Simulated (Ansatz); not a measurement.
# ClFGeH₃NO: up Jacob's ladder to CCSD(T), part 2 of 2

Ansatz 0.2.0, Gaussian basis; functionals in def2-TZVPP, the program's frozen cores in correlated methods. The steps go on from the part before.

## 15. LC-ωPBE (range-separated)

Contents of in.yaml:

```yaml
crystal:
  periodic: [false, false, false]
  atoms:
    - {symbol: N, position_ang: [-1.010254, 0.861159, 0.576138]}
    - {symbol: Ge, position_ang: [0.083836, -0.236758, -0.322080]}
    - {symbol: O, position_ang: [0.774062, -1.365118, 0.816007]}
    - {symbol: F, position_ang: [-0.881260, -1.043063, -1.496292]}
    - {symbol: Cl, position_ang: [1.676578, 0.629414, -1.465344]}
    - {symbol: H, position_ang: [-0.580465, 1.371853, 1.333689]}
    - {symbol: H, position_ang: [-1.564511, 1.479495, 0.001927]}
    - {symbol: H, position_ang: [1.594118, -1.753984, 0.500255]}
basis:
  gaussian: {orbitals: def2-TZVPP}
hamiltonian: {xc: {name: LC-wPBE}}
output: {orbitals: {seedname: orbitals}}
```

The run is started by

```bash
$ ansatz run in.yaml --threads 4 --pin off --events-out ev --progress --plain --max-ram 10444MiB
```

The log of the run (excerpt; [...] marks lines left out):

```text
Functional definition: LC-wPBE
  name "LC-wPBE"
  cite "Vydrov & Scuseria, J. Chem. Phys. 125, 234109 (2006) doi:10.1063/1.2409292"
  cite "Heyd & Scuseria, J. Chem. Phys. 120, 7274 (2004) doi:10.1063/1.1668634"
  cite "Ernzerhof & Perdew, J. Chem. Phys. 109, 3313 (1998) doi:10.1063/1.476928"
  cite "Perdew, Burke & Ernzerhof, Phys. Rev. Lett. 77, 3865 (1996) doi:10.1103/PhysRevLett.77.3865"
  parent pbe
[...]
1291 factors; their error is unknown
331 factors; integrals over basis functions are off by at most 4.0e-5 eV
[...]
mean field -75336.41394791 eV, -2768.5621477303 hartree, gradient 2.1e-5 eV, S^2 0.000000; 0 other end points of the search recorded, 0 dependent functions left out
reference -75336.41394792 eV, -2768.5621477305 hartree; 38, 38 occupied and 187, 187 virtual orbitals, 1291 factors
Total energy: -75336.41394792 eV, -2768.5621477305 hartree
```

Wall time 2.5 s (4 threads of Arm Neoverse V1, shared host).

With the free atoms at this level, -75307.772 eV in sum, the atomisation energy is 2763.5 kJ/mol. HOMO -11.36 eV, LUMO 1.79 eV.

## 16. ωB97X-V (range-separated)

in.yaml: that of step 15 with these lines changed.

```diff
@@ -13,3 +13,3 @@
   gaussian: {orbitals: def2-TZVPP}
-hamiltonian: {xc: {name: LC-wPBE}}
+hamiltonian: {xc: {name: wB97X-V}}
 output: {orbitals: {seedname: orbitals}}
```

Same command.

The log of the run (excerpt; [...] marks lines left out):

```text
Functional definition: wB97X-V
  name "wB97X-V"
  cite "Mardirossian & Head-Gordon, Phys. Chem. Chem. Phys. 16, 9904 (2014) doi:10.1039/C3CP54374A"
  cite "Becke, J. Chem. Phys. 107, 8554 (1997) doi:10.1063/1.475007"
  cite "Vydrov & Van Voorhis, J. Chem. Phys. 133, 244103 (2010) doi:10.1063/1.3521275"
[...]
      + integral(e_c_pw_opposite_spin*poly(b97_u_opposite, cos0, cos1)) + vv10(b, c)
1338 factors; their error is unknown
247 factors; integrals over basis functions are off by at most 3.2e-5 eV
[...]
mean field -75341.64283578 eV, -2768.7543058151 hartree, gradient 2.3e-5 eV, S^2 0.000000; 0 other end points of the search recorded, 0 dependent functions left out
reference -75341.64283416 eV, -2768.7543057556 hartree; 38, 38 occupied and 187, 187 virtual orbitals, 1338 factors
Total energy: -75341.64283416 eV, -2768.7543057556 hartree
```

Wall time 8 s (4 threads of Arm Neoverse V1, shared host); peak memory 0.81 GiB.

With the free atoms at this level, -75312.635 eV in sum, the atomisation energy is 2798.9 kJ/mol. HOMO -10.96 eV, LUMO 1.61 eV.

## 17. ωB97M-V (range-separated)

in.yaml: that of step 16 with these lines changed.

```diff
@@ -13,3 +13,3 @@
   gaussian: {orbitals: def2-TZVPP}
-hamiltonian: {xc: {name: wB97X-V}}
-output: {orbitals: {seedname: orbitals}}
+hamiltonian: {xc: {name: wB97M-V}}
+output: {forces: true, orbitals: {seedname: orbitals}}
```

The command is unchanged.

The log of the run (excerpt; [...] marks lines left out):

```text
Functional definition: wB97M-V
  name "wB97M-V"
  cite "Mardirossian & Head-Gordon, J. Chem. Phys. 144, 214110 (2016) doi:10.1063/1.4952647"
  cite "Becke, J. Chem. Phys. 107, 8554 (1997) doi:10.1063/1.475007"
  cite "Vydrov & Van Voorhis, J. Chem. Phys. 133, 244103 (2010) doi:10.1063/1.3521275"
  # Of w^i u^j: cxij and so on, Table III.
[...]
  gx(w, u) = 1 - cx + cx01*u + cx10*w
  gss(w, u) = css00 + css04*u^4 + css10*w + css20*w^2 + css43*w^4*u^3
  gos(w, u) = cos00 + cos10*w + (cos20 + cos21*u)*w^2 + (cos60 + cos61*u)*w^6
[...]
      + integral(e_c_pw_mod_opposite_spin*gos(b97_w_opposite, b97_u_opposite)) + vv10(b, c)
1335 factors; their error is unknown
247 factors; integrals over basis functions are off by at most 3.2e-5 eV
[...]
mean field -75345.29363603 eV, -2768.8884702498 hartree, gradient 3.7e-5 eV, S^2 0.000000; 0 other end points of the search recorded, 0 dependent functions left out
[...]
reference -75345.29367532 eV, -2768.8884716938 hartree; 38, 38 occupied and 187, 187 virtual orbitals, 1335 factors
Total energy: -75345.29367532 eV, -2768.8884716938 hartree
Atom 0 at    -1.010254     0.861159     0.576138 Å, force     0.009783     0.054605    -0.000048 eV/Å
Atom 1 at     0.083836    -0.236758    -0.322080 Å, force     0.024191     0.056784    -0.004246 eV/Å
Atom 2 at     0.774062    -1.365118     0.816007 Å, force     0.079982    -0.046931    -0.001080 eV/Å
Atom 3 at    -0.881260    -1.043063    -1.496292 Å, force    -0.037872    -0.034948    -0.061618 eV/Å
Atom 4 at     1.676578     0.629414    -1.465344 Å, force    -0.025627    -0.012212     0.017811 eV/Å
Atom 5 at    -0.580465     1.371853     1.333689 Å, force    -0.030783    -0.006777    -0.019382 eV/Å
Atom 6 at    -1.564511     1.479495     0.001927 Å, force     0.009766    -0.009495     0.032293 eV/Å
Atom 7 at     1.594118    -1.753984     0.500255 Å, force    -0.029440    -0.001027     0.036270 eV/Å
Dipole moment:     0.154309     0.348702     0.226324 e Å
```

It took 12 s on 4 threads of Arm Neoverse V1, shared host; peak memory 0.85 GiB.

Atomisation energy: 2783.1 kJ/mol (free atoms -75316.449 eV, run apart). HOMO -10.84 eV, LUMO 1.31 eV.

## 18. B2PLYP (double hybrid)

in.yaml: that of step 17 with these lines changed.

```diff
@@ -13,3 +13,2 @@
   gaussian: {orbitals: def2-TZVPP}
-hamiltonian: {xc: {name: wB97M-V}}
-output: {forces: true, orbitals: {seedname: orbitals}}
+hamiltonian: {xc: {name: B2PLYP}}
```

Same command.

The log of the run (excerpt; [...] marks lines left out):

```text
Functional definition: B2PLYP
  name "B2PLYP"
  cite "Grimme, J. Chem. Phys. 124, 034108 (2006) doi:10.1063/1.2148954"
  cite "Becke, Phys. Rev. A 38, 3098 (1988) doi:10.1103/PhysRevA.38.3098"
  cite "Lee, Yang & Parr, Phys. Rev. B 37, 785 (1988) doi:10.1103/PhysRevB.37.785"
[...]
1408 factors; integrals over basis functions are off by at most 7.1e-4 eV
[...]
mean field -75323.35833610 eV, -2768.0823628457 hartree, gradient 9.5e-6 eV, S^2 0.000000; 0 other end points of the search recorded, 0 dependent functions left out
17 core orbitals not correlated: weight in the atoms' cores, before any rotation towards them, 1.000 or more for the frozen orbitals, at most 0.000 for the correlated occupied ones
reference -75323.35848824 eV, -2768.0823684368 hartree; 21, 21 occupied and 187, 187 virtual orbitals, 1408 factors
second order -37.36682170 eV of doubles, -0.00000000 eV of singles
Total energy: -75333.44753010 eV, -2768.4531338865 hartree
```

It took 5.5 s on 4 threads of Arm Neoverse V1, shared host; peak memory 0.59 GiB.

Atomisation energy: 2744.0 kJ/mol (free atoms -75305.008 eV, run apart).

## 19. PBE-QIDH (double hybrid)

in.yaml: that of step 18 with these lines changed.

```diff
@@ -13,2 +13,2 @@
   gaussian: {orbitals: def2-TZVPP}
-hamiltonian: {xc: {name: B2PLYP}}
+hamiltonian: {xc: {name: PBE-QIDH}}
```

Launched as before.

The log of the run (excerpt; [...] marks lines left out):

```text
Functional definition: PBE-QIDH
  name "PBE-QIDH"
  cite "Brémond, Sancho-García, Pérez-Jiménez & Adamo, J. Chem. Phys. 141, 031101 (2014) doi:10.1063/1.4890314"
  cite "Perdew, Burke & Ernzerhof, Phys. Rev. Lett. 77, 3865 (1996) doi:10.1103/PhysRevLett.77.3865"
[...]
1408 factors; integrals over basis functions are off by at most 7.1e-4 eV
[...]
mean field -75309.70344413 eV, -2767.5805548214 hartree, gradient 5.0e-6 eV, S^2 0.000000; 0 other end points of the search recorded, 0 dependent functions left out
17 core orbitals not correlated: weight in the atoms' cores, before any rotation towards them, 1.000 or more for the frozen orbitals, at most 0.000 for the correlated occupied ones
reference -75309.70345426 eV, -2767.5805551936 hartree; 21, 21 occupied and 187, 187 virtual orbitals, 1408 factors
second order -34.71509989 eV of doubles, -0.00000000 eV of singles
Total energy: -75321.27515422 eV, -2768.0058073237 hartree
```

Run time: 5.5 s. Hardware: 4 threads of Arm Neoverse V1, shared host; peak memory 0.59 GiB.

Atomisation energy: 2748.3 kJ/mol (free atoms -75292.791 eV, run apart).

## 20. Orbital energies across the functionals

Dipoles come from the runs that computed forces. Levels are read from the orbital files that the runs wrote:

```tsv
functional	HOMO (eV)	LUMO (eV)	gap (eV)	dipole (D)
LDA (SPW92)	-7.15	-1.84	5.31	
PBE-D4	-6.97	-1.55	5.42	2.06
revPBE-D4	-6.90	-1.42	5.48	
BLYP-D4	-6.84	-1.54	5.29	
r2SCAN-D4	-7.33	-1.16	6.17	2.10
B97M-V	-7.40	-1.21	6.19	
PBE0-D4	-8.49	-0.52	7.96	
B3LYP-D4	-8.21	-0.90	7.31	2.14
r2SCANh-D4	-7.89	-0.80	7.09	
r2SCAN0-D4	-8.73	-0.27	8.46	
HSE06-D4	-8.08	-0.90	7.18	
BHLYP-D4	-9.89	0.38	10.27	
CAM-B3LYP-D4	-9.93	0.41	10.34	
LC-ωPBE	-11.36	1.79	13.16	
ωB97X-V	-10.96	1.61	12.58	
ωB97M-V	-10.84	1.31	12.15	2.13
```

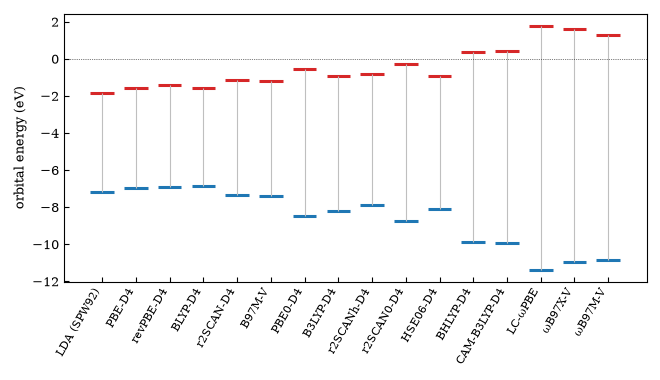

Highest occupied (blue) and lowest empty (red) level by functional.

## 21. CCSD(T) in def2-SVP

in.yaml: that of step 19 with these lines changed.

```diff
@@ -12,3 +12,3 @@
 basis:
-  gaussian: {orbitals: def2-TZVPP}
-hamiltonian: {xc: {name: PBE-QIDH}}
+  gaussian: {orbitals: def2-SVP}
+correlation: {method: ccsd_t}
```

Same command.

The log of the run (excerpt; [...] marks lines left out):

```text
Functional definition: HF
  name "HF"
  cite "Fock, Z. Phys. 61, 126 (1930) doi:10.1007/BF01340294"
  parent pbe
[...]
1029 factors; integrals over basis functions are off by at most 6.3e-4 eV
[...]
mean field -75236.91405056 eV, -2764.9055939462 hartree, gradient 8.6e-6 eV, S^2 0.000000; 0 other end points of the search recorded, 0 dependent functions left out
17 core orbitals not correlated: weight in the atoms' cores, before any rotation towards them, 1.000 or more for the frozen orbitals, at most 0.000 for the correlated occupied ones
reference -75236.91405056 eV, -2764.9055939462 hartree; 21, 21 occupied and 69, 69 virtual orbitals, 1029 factors
second order -24.49532720 eV of doubles, -0.00000000 eV of singles
cycle   1  -24.34067169 eV  change    1.5e-1 eV  update   1.1e-1
[...]
cycle   8  -24.98927259 eV  change    3.8e-5 eV  update   3.8e-5
perturbative correction -0.56842122 eV, -0.0208890945 hartree
Total energy: -75262.47174437 eV, -2765.8448218700 hartree
```

It took 7 s on 4 threads of Arm Neoverse V1, shared host; peak memory 0.5 GiB.

## 22. CCSD(T) in def2-TZVPP

in.yaml: that of step 21 with these lines changed.

```diff
@@ -12,3 +12,4 @@
 basis:
-  gaussian: {orbitals: def2-SVP}
+  gaussian: {orbitals: def2-TZVPP}
 correlation: {method: ccsd_t}
+output: {orbitals: {seedname: orbitals}}
```

Launched as before.

The log of the run (excerpt; [...] marks lines left out):

```text
Functional definition: HF
  name "HF"
  cite "Fock, Z. Phys. 61, 126 (1930) doi:10.1007/BF01340294"
  parent pbe
[...]
1408 factors; integrals over basis functions are off by at most 7.1e-4 eV
[...]
mean field -75256.66943879 eV, -2765.6315910729 hartree, gradient 2.2e-6 eV, S^2 0.000000; 0 other end points of the search recorded, 0 dependent functions left out
17 core orbitals not correlated: weight in the atoms' cores, before any rotation towards them, 1.000 or more for the frozen orbitals, at most 0.000 for the correlated occupied ones
reference -75256.66943879 eV, -2765.6315910729 hartree; 21, 21 occupied and 187, 187 virtual orbitals, 1408 factors
second order -31.01249306 eV of doubles, -0.00000000 eV of singles
cycle   1  -30.66719177 eV  change    3.5e-1 eV  update   1.1e-1
[...]
cycle   9  -31.47809582 eV  change   -1.5e-5 eV  update   2.0e-5
perturbative correction -1.16191625 eV, -0.0426996347 hartree
Total energy: -75289.30945086 eV, -2766.8310893922 hartree
```

It took 3.1 min on 4 threads of Arm Neoverse V1, shared host; peak memory 3.9 GiB.

## 23. MP2 in def2-QZVPP

in.yaml: that of step 22 with these lines changed.

```diff
@@ -12,4 +12,3 @@
 basis:
-  gaussian: {orbitals: def2-TZVPP}
-correlation: {method: ccsd_t}
-output: {orbitals: {seedname: orbitals}}
+  gaussian: {orbitals: "def2-QZVPP.json"}
+correlation: {method: mp2}
```

The command is unchanged.

The log of the run:

```text
Functional definition: HF
  name "HF"
  cite "Fock, Z. Phys. 61, 126 (1930) doi:10.1007/BF01340294"
  parent pbe
  exchange = exact_x
  correlation = 0
2633 factors; integrals over basis functions are off by at most 6.7e-4 eV
mean field evaluation 1: about -75253.4312 eV, gradient 5.4e1 eV
mean field evaluation 2: about -75253.5751 eV, gradient 5.4e1 eV
mean field evaluation 4: about -75258.4261 eV, gradient 4.0e0 eV
mean field evaluation 8: about -75258.4694 eV, gradient 3.8e-1 eV
mean field -75258.46973807 eV, -2765.6977508511 hartree, gradient 1.5e-6 eV, S^2 0.000000; 0 other end points of the search recorded, 0 dependent functions left out
17 core orbitals not correlated: weight in the atoms' cores, before any rotation towards them, 1.000 or more for the frozen orbitals, at most 0.000 for the correlated occupied ones
reference -75258.46973807 eV, -2765.6977508511 hartree; 21, 21 occupied and 382, 382 virtual orbitals, 2633 factors
second order -40.32328684 eV of doubles, -0.00000000 eV of singles
Total energy: -75298.79302491 eV, -2767.1796043104 hartree
```

It took 19 s on 4 threads of Arm Neoverse V1, shared host; peak memory 2.2 GiB.

Energy pieces by basis (eV):

```tsv
basis	HF	MP2 correlation	CCSD correlation	(T)	total
def2-SVP	-75236.9141	-24.4953	-24.9893	-0.5684	-75262.4717
def2-TZVPP	-75256.6694	-31.0125	-31.4781	-1.1619	-75289.3095
def2-QZVPP	-75258.4697	-40.3233			-75298.7930 (MP2)
```

The report of the def2-TZVPP run gives T1 = 0.0111.

## 24. From triple and quadruple zeta to the limit

This step is arithmetic on the last runs, with X = 3 and 4: exp(−7.88√X) for Hartree-Fock, X^−2.97 for correlation; only MP2 was run in the larger set, so CCSD(T) minus MP2 is added from the smaller one.

```tsv
level	energy at the limit (eV)
HF	-75258.7177
MP2	-75305.9379
CCSD	-75306.4035
CCSD(T)	-75307.5654
```

This is no true limit for total energies: MP2 correlation changes by a factor of 1.30 from triple to quadruple zeta (about 1.07 in light molecules), because outer-core shells are correlated in sets not made for them. Much of that cancels between molecule and atoms or ions.

## 25. RPA on PBE orbitals

in.yaml: that of step 23 with these lines changed.

```diff
@@ -12,3 +12,4 @@
 basis:
-  gaussian: {orbitals: "def2-QZVPP.json"}
-correlation: {method: mp2}
+  gaussian: {orbitals: def2-TZVPP}
+hamiltonian: {xc: pbe}
+correlation: {method: rpa}
```

Same command.

The log of the run (excerpt; [...] marks lines left out):

```text
Functional definition: PBE
  name "PBE"
  cite "Perdew, Burke & Ernzerhof, Phys. Rev. Lett. 77, 3865 (1996) doi:10.1103/PhysRevLett.77.3865"
  parent pbe
[...]
1408 factors; integrals over basis functions are off by at most 7.1e-4 eV
[...]
mean field -75330.50405097 eV, -2768.3449630234 hartree, gradient 3.6e-6 eV, S^2 0.000000; 0 other end points of the search recorded, 0 dependent functions left out
17 core orbitals not correlated: weight in the atoms' cores, before any rotation towards them, 1.000 or more for the frozen orbitals, at most 0.000 for the correlated occupied ones
reference -75254.52949775 eV, -2765.5529496900 hartree; 21, 21 occupied and 187, 187 virtual orbitals, 1408 factors
Total energy: -75301.87093753 eV, -2767.2927155129 hartree
```

Wall time 4.8 s (4 threads of Arm Neoverse V1, shared host); peak memory 0.48 GiB.

RPA correlation: -47.341 eV. No RPA run of the hydrogen atom was made, so RPA has no atomisation energy below.

## 26. Atomisation energies

Atomisation energy = energies of 1 N, 1 Ge, 1 O, 1 F, 1 Cl, 3 H (separate runs, same level) minus the molecule's; electronic only, no spin-orbit term.

Differences are taken before rounding.

```tsv
method	rung	atoms, summed (eV)	atomisation energy (kJ/mol)	from CCSD(T)/CBS (kJ/mol)	time
LDA (SPW92)	LDA	-75146.435	3261.2	+461.2	1.2 s
PBE-D4	GGA	-75301.252	2840.7	+40.8	2.3 s
revPBE-D4	GGA	-75313.866	2745.5	-54.4	1.9 s
BLYP-D4	GGA	-75322.753	2772.5	-27.4	1.9 s
r2SCAN-D4	meta-GGA	-75318.051	2783.7	-16.2	4.8 s
B97M-V	meta-GGA	-75306.127	2792.1	-7.8	8.5 s
PBE0-D4	hybrid	-75304.635	2754.5	-45.4	3.4 s
B3LYP-D4	hybrid	-75324.083	2752.9	-47.0	4.9 s
r2SCANh-D4	hybrid	-75317.766	2751.2	-48.7	5.5 s
r2SCAN0-D4	hybrid	-75317.364	2704.6	-95.3	6 s
HSE06-D4	hybrid	-75304.143	2757.0	-43.0	3.4 s
BHLYP-D4	hybrid	-75320.258	2635.6	-164.3	3.4 s
CAM-B3LYP-D4	range-separated	-75323.932	2780.5	-19.4	3.6 s
LC-ωPBE	range-separated	-75307.772	2763.5	-36.4	2.5 s
ωB97X-V	range-separated	-75312.635	2798.9	-1.1	8 s
ωB97M-V	range-separated	-75316.449	2783.1	-16.9	12 s
B2PLYP	double hybrid	-75305.008	2744.0	-56.0	5.5 s
PBE-QIDH	double hybrid	-75292.791	2748.3	-51.6	5.5 s
HF/def2-TZVPP	wavefunction	-75237.509	1848.7	-951.2	
MP2/def2-TZVPP	wavefunction	-75258.595	2806.4	+6.5	
CCSD/def2-TZVPP	wavefunction	-75260.635	2654.5	-145.4	
CCSD(T)/def2-SVP	wavefunction	-75236.130	2541.5	-258.4	7 s
CCSD(T)/def2-TZVPP	wavefunction	-75261.197	2712.4	-87.5	3.1 min
MP2/CBS	wavefunction	-75275.944	2893.9	+94.0	
CCSD(T)/CBS	wavefunction	-75278.546	2799.9	0	3.5 min
```

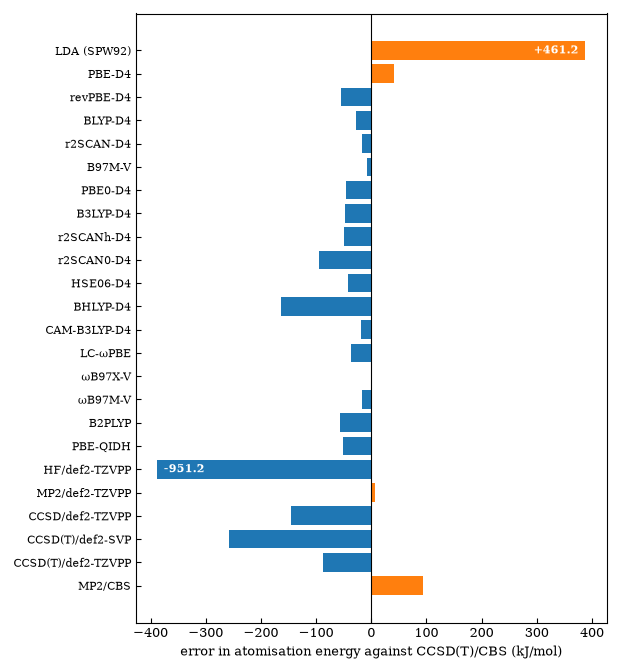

How far each level lands from CCSD(T)/CBS. Bars with a number in them are cut short.

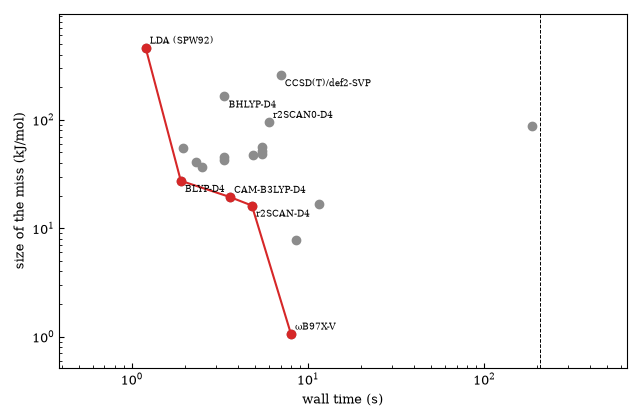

Miss against cost. Red marks the levels that no quicker level drawn beats (of those quicker than the yardstick), and the dashed line is the time of CCSD(T)/CBS. Only those levels and the largest misses are named. Times are from a shared host.

LDA (SPW92), LC-ωPBE, B2PLYP, PBE-QIDH carry no dispersion term (for B3LYP, D4 adds 29.8 kJ/mol).

Times are those of the molecule's run; HF, MP2 and CCSD come out of the CCSD(T) runs, and the limit's time is the sum of the runs that it needs.

## 27. Outcome

The summary covers parts 1 to 2.

```
                               quantity                                                       value
        atomisation energy, CCSD(T)/CBS                                               2799.9 kJ/mol
 functionals within 28.0 kJ/mol (1.0 %)  BLYP-D4, r2SCAN-D4, B97M-V, CAM-B3LYP-D4, ωB97X-V, ωB97M-V
                    farthest beyond LDA                                    BHLYP-D4 (-164.3 kJ/mol)
                mean size of error, GGA                                                 40.9 kJ/mol
           mean size of error, meta-GGA                                                 12.0 kJ/mol
             mean size of error, hybrid                                                 74.0 kJ/mol
    mean size of error, range-separated                                                 18.4 kJ/mol
      mean size of error, double hybrid                                                 53.8 kJ/mol
              gap, smallest and largest                       5.29 eV (BLYP-D4), 13.16 eV (LC-ωPBE)
                          T1 diagnostic                                                      0.0111
triples share of the correlation energy                                                       3.6 %
```

LDA overbinds by 461.2 kJ/mol (16 %). PBE-D4 is off by +40.8 kJ/mol. Double hybrids carry the basis error of their MP2 part in triple zeta, and no dispersion term here, so their miss is partly the set-up's. The rungs meta-GGA, range-separated miss on average by less than the doubt on the reference (28.0 kJ/mol), so they tie. Misses under about 28.0 kJ/mol are within the doubt on the reference itself, which lacks core-valence correlation, relativity and higher excitations, and its outer-core shells are covered unevenly. Hartree-Fock recovers 66 % of the binding; the rest is correlation. CCSD(T) in def2-SVP is off by -258.4 kJ/mol, more than most functionals: a good method in a small basis is no reference. The gap grows from 5.3 to 13.2 eV across the functionals, mostly with the share of exact exchange. Correlated methods include outer-core shells of Ge, which these sets cover unevenly.

ωB97X-V reaches 1.1 kJ/mol from the reference in 8 s, where CCSD(T)/CBS took 3.5 min; the quickest level in the cost chart, LDA (SPW92), takes 1.2 s and misses by 461.2 kJ/mol.
